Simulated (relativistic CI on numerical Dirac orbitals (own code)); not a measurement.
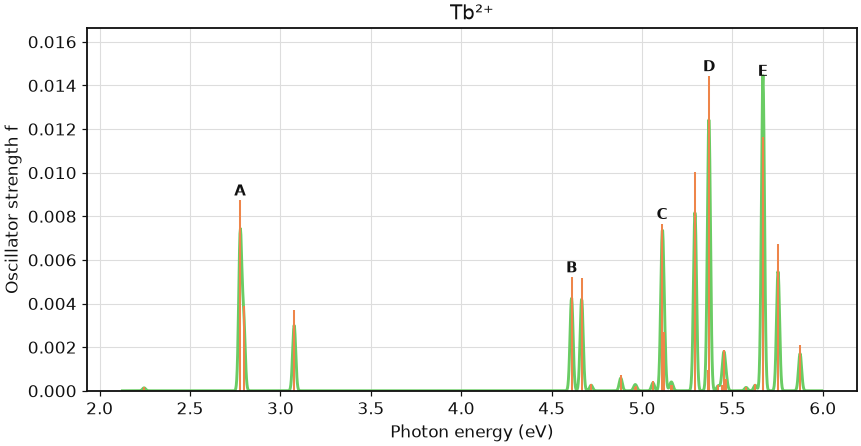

The plot shows absorption lines from the lowest level (oscillator strengths f) for Tb²⁺. Level of the calculation: relativistic configuration interaction, KLI exchange-only orbitals, Breit term, model QED, valence Slater integrals scaled by 0.85, configurations tied to the tabulated ionisation limit (radial Dirac CI code). The envelope is a Gaussian of full width 0.02 eV, scaled to the tallest stick.

> Assign the lettered lines.

A: 4f⁸ 5p⁶ 5d ⁶G₁₃/₂ ← 4f⁹ 5p⁶ ⁶H°₁₅/₂, 2.778 eV, f = 0.0087; B: 4f⁸ 5p⁶ 5d ⁶G₁₃/₂ ← 4f⁹ 5p⁶ ⁶H°₁₅/₂, 4.610 eV, f = 0.0052; C: 4f⁸ 5p⁶ 5d ⁶I₁₇/₂ ← 4f⁹ 5p⁶ ⁶H°₁₅/₂, 5.111 eV, f = 0.0077; D: 4f⁸ 5p⁶ 5d ⁶I₁₇/₂ ← 4f⁹ 5p⁶ ⁶H°₁₅/₂, 5.370 eV, f = 0.014; E: 4f⁸ 5p⁶ 5d ⁶G₁₃/₂ ← 4f⁹ 5p⁶ ⁶H°₁₅/₂, 5.668 eV, f = 0.012. The strongest, D, lies in the ultraviolet region.

Known limits: configurations built on the next ion are tied to the tabulated ionisation energy, low ones can still be off by several thousand cm⁻¹ and the others by 10000 or more; rates and lifetimes follow the computed energies and can be off by orders of magnitude; one shift a configuration: terms inside it, and wavelengths, can be off by thousands of cm⁻¹; the fine structure of a weakly bound d or f electron outside closed shells is too small or inverted; only a limited list of configurations is included, so lower levels can be missing; only lines among the lowest 300 of 8381 levels are drawn, so those from 4f⁸ 5p⁶ 5d and 4f⁸ 5p⁶ 6s are incomplete.
